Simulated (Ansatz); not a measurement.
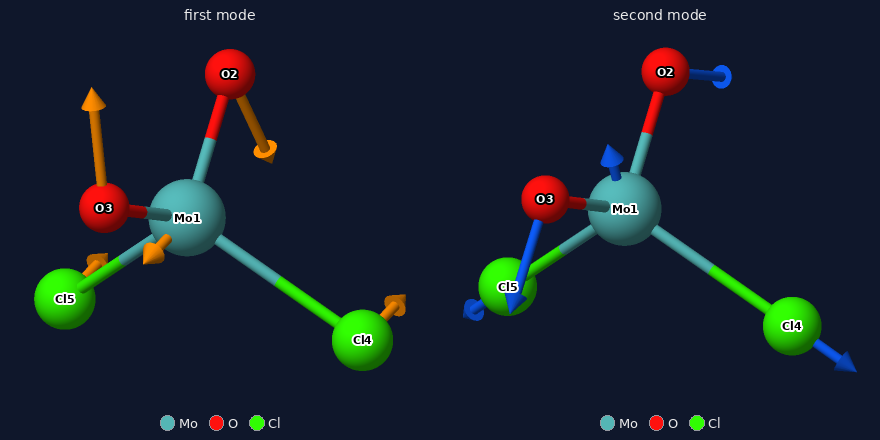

The system is MoO2Cl2; the picture shows the reference structure; its two panels give the patterns of the first and the second mode as arrows. First axis: normal mode 2 (192 cm⁻¹). Second axis: normal mode 7 (468 cm⁻¹). Nothing is relaxed (straight displacements along the two mass-weighted modes). The scan uses a 15 × 15 grid; 154 points were computed and 71 follow by symmetry. Points are written as (first, second). All energies are given in kcal/mol relative to the relaxed molecule at the same level. These are results of Ansatz 0.2.0, RHF/def2-SVP, not measurements.

Its coordinates:

```
atom    x (Å)    y (Å)    z (Å)
  Mo   0.1046  -0.0005   0.0732
   O   0.1558  -0.0143   1.6923
   O   1.6433   0.0075  -0.4334
  Cl  -0.9561   1.8856  -0.6495
  Cl  -0.9476  -1.8783  -0.6826
```

Range: normal mode 2 (192 cm⁻¹) from −2.98 to 2.98 amu½·Å; normal mode 7 (468 cm⁻¹) from −1.221 to 1.221 amu½·Å.

Q: Predict the map.

A: The lowest grid point is at (0.00 amu½·Å, 0.000 amu½·Å), 0.0 kcal/mol from the relaxed molecule at the same level. No other kind of well shows on this grid. The highest grid point, (−2.98 amu½·Å, 1.221 amu½·Å), lies 35.9 kcal/mol above the lowest.

```csv
"normal mode 7 (468 cm⁻¹) ↓, normal mode 2 (192 cm⁻¹) →",−2.98,−2.55,−2.13,−1.70,−1.28,−0.85,−0.43,0.00,0.43,0.85,1.28,1.70,2.13,2.55,2.98
1.221,35.9,29.1,23.7,19.4,16.3,14.2,12.9,12.5,12.9,14.2,16.3,19.4,23.7,29.1,35.9
1.046,31.9,25.2,20.0,15.9,12.9,10.9,9.7,9.3,9.7,10.9,12.9,15.9,20.0,25.2,31.9
0.872,28.4,21.9,16.8,12.8,10.0,8.1,6.9,6.6,6.9,8.1,10.0,12.8,16.8,21.9,28.4
0.698,25.4,19.0,14.0,10.2,7.5,5.7,4.6,4.3,4.6,5.7,7.5,10.2,14.0,19.0,25.4
0.523,22.9,16.7,11.8,8.2,5.5,3.8,2.8,2.4,2.8,3.8,5.5,8.2,11.8,16.7,22.9
0.349,20.9,14.8,10.1,6.6,4.1,2.4,1.4,1.1,1.4,2.4,4.1,6.6,10.1,14.8,20.9
0.174,19.6,13.6,9.0,5.6,3.1,1.5,0.6,0.3,0.6,1.5,3.1,5.6,9.0,13.6,19.6
0.000,18.8,12.9,8.4,5.1,2.7,1.2,0.3,0.0,0.3,1.2,2.7,5.1,8.4,12.9,18.8
−0.174,18.6,12.9,8.5,5.2,2.9,1.4,0.6,0.3,0.6,1.4,2.9,5.2,8.5,12.9,18.6
−0.349,19.1,13.4,9.1,6.0,3.7,2.3,1.4,1.2,1.4,2.3,3.7,6.0,9.1,13.4,19.1
−0.523,20.2,14.7,10.5,7.4,5.2,3.7,2.9,2.7,2.9,3.7,5.2,7.4,10.5,14.7,20.2
−0.698,22.0,16.6,12.5,9.4,7.3,5.9,5.1,4.8,5.1,5.9,7.3,9.4,12.5,16.6,22.0
−0.872,24.5,19.2,15.2,12.2,10.1,8.7,7.9,7.7,7.9,8.7,10.1,12.2,15.2,19.2,24.5
−1.046,27.7,22.5,18.6,15.7,13.6,12.2,11.5,11.2,11.5,12.2,13.6,15.7,18.6,22.5,27.7
−1.221,31.7,26.6,22.8,19.9,17.9,16.5,15.8,15.5,15.8,16.5,17.9,19.9,22.8,26.6,31.7
```

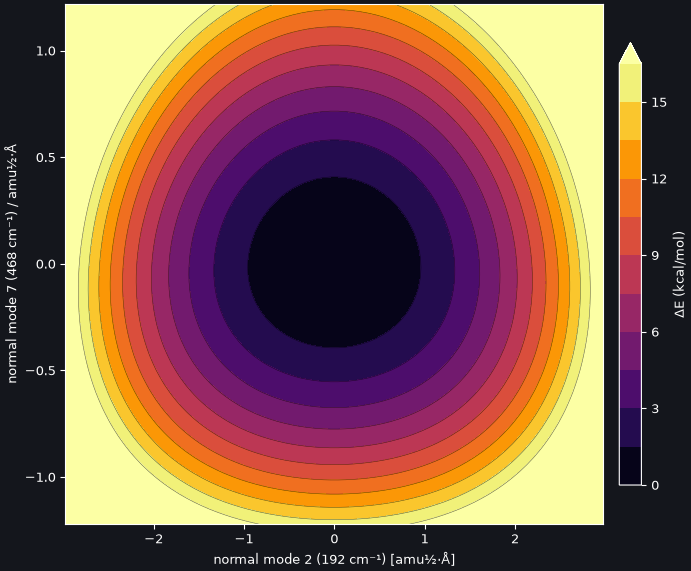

Drawn: filled contours, one colour for all values above the top of the scale. Between grid points the surface is interpolated.

Each point was launched as `ansatz run input.yaml --threads 1 --pin off --max-ram 2560MiB --backend cpu --events-out ev --progress --plain --runs-dir out`. The whole map (154 points run) took 12 min on 1 thread of Arm Neoverse N1 (shared host).
